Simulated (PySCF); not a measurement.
# M06-2X/6-311+G(d,p) run of SO3 (sulfur trioxide)

What is the energy change on altering one bond length of SO3 (sulfur trioxide) at M06-2X/6-311+G**? The job is set up through a Python script.

Program for the calculation: PySCF 2.14.0.

6 further runs of the same task are left out: 3 that didn't finish, 3 set aside as unsound or not needed.

### Step 1. The molecule

The species is SO3 (4 atoms), meant as a singlet with charge 0. As SMILES, `O=S(=O)=O`. The shape is that of a GFN2-xTB optimisation.

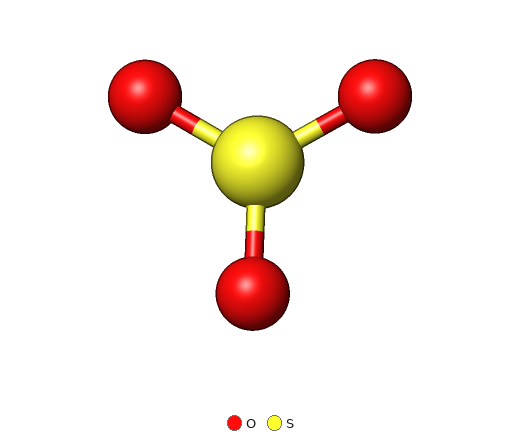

The structure, seen from a chosen angle (oxygen red, sulfur yellow).

### Step 2. The energy at M06-2X/6-311+G(d,p)

File job.py:

```python
# sulfur trioxide
from pyscf import gto, dft

mol = gto.M(
    atom='''
O     -2.116928    -1.292119     1.013271
S      0.000094    -0.000283    -0.000718
O      2.471063    -0.618904     0.832084
O     -0.354229     1.911307    -1.844656
''',
    verbose=3,
    basis='6-311+g**',
    max_memory=1860,
    unit='bohr',
)

ks = dft.RKS(mol, xc='m06-2x')
ks.grids.level = 5
ks.conv_tol = 1e-10
ks.kernel()
if not ks.converged:
    ks = ks.newton().run(ks.mo_coeff, ks.mo_occ)

etot = ks.e_tot
print('E = %.10f Eh' % etot)
```

Started as:

```bash
$ OMP_NUM_THREADS=1 python job.py
```

Log:

```text
converged SCF energy = -623.732914397754
E = -623.7329143978 Eh
```

Run time: 25 s. Hardware: 1 thread of Arm Neoverse V2, shared host; peak memory 0.53 GiB.

### Step 3. The distorted shape, same level

File mol.xyz:

```xyz
4

O     -2.464529    -1.504070     1.180078
S      0.000050    -0.000150    -0.000380
O      1.307630    -0.327510     0.440320
O     -0.187450     1.011420    -0.976150
```

File run.py:

```python
from pyscf import gto, dft

molecule = gto.Mole()
molecule.atom = 'mol.xyz'
molecule.verbose = 3
molecule.basis = '6-311+g**'
molecule.charge = 0
molecule.max_memory = 1860
molecule.spin = 0
molecule.build()

calc0 = dft.RKS(molecule)
calc0.xc = 'm06-2x'
calc0.conv_tol = 1e-10
calc0.grids.level = 5
calc0.kernel()
if not calc0.converged:
    calc0 = calc0.newton().run(calc0.mo_coeff, calc0.mo_occ)

etot = calc0.e_tot
print('E = %.10f Eh' % etot)
```

Started as:

```bash
$ OMP_NUM_THREADS=1 python run.py
```

Log:

```text
converged SCF energy = -623.53445806758
E = -623.5344580676 Eh
```

Wall time 52 s (1 thread of Arm Neoverse V2, shared host); peak memory 0.53 GiB.

### Step 4. Outcome

At M06-2X/6-311+G**:

```
                                                         quantity          value
                                        first shape: total energy  -623.73291 Eh
                                       first shape: dipole moment         0.00 D
                                         first shape: HOMO energy      -11.88 eV
                                         first shape: LUMO energy       -1.81 eV
                                       first shape: HOMO–LUMO gap       10.07 eV
                                    distorted shape: total energy  -623.53446 Eh
                                   distorted shape: dipole moment         1.23 D
                                     distorted shape: HOMO energy      -11.48 eV
                                     distorted shape: LUMO energy       -5.72 eV
                                   distorted shape: HOMO–LUMO gap        5.76 eV
energy change with the O1–S2 bond stretched from 1.418 to 3.119 Å       5.400 eV
```

**Reading.** With the O1–S2 bond stretched from 1.418 to 3.119 Å the energy rises by 5.40 eV (125 kcal/mol). The first shape isn't relaxed at this level, so the change isn't measured from a minimum. A restricted reference can't describe the breaking bond well at this length.
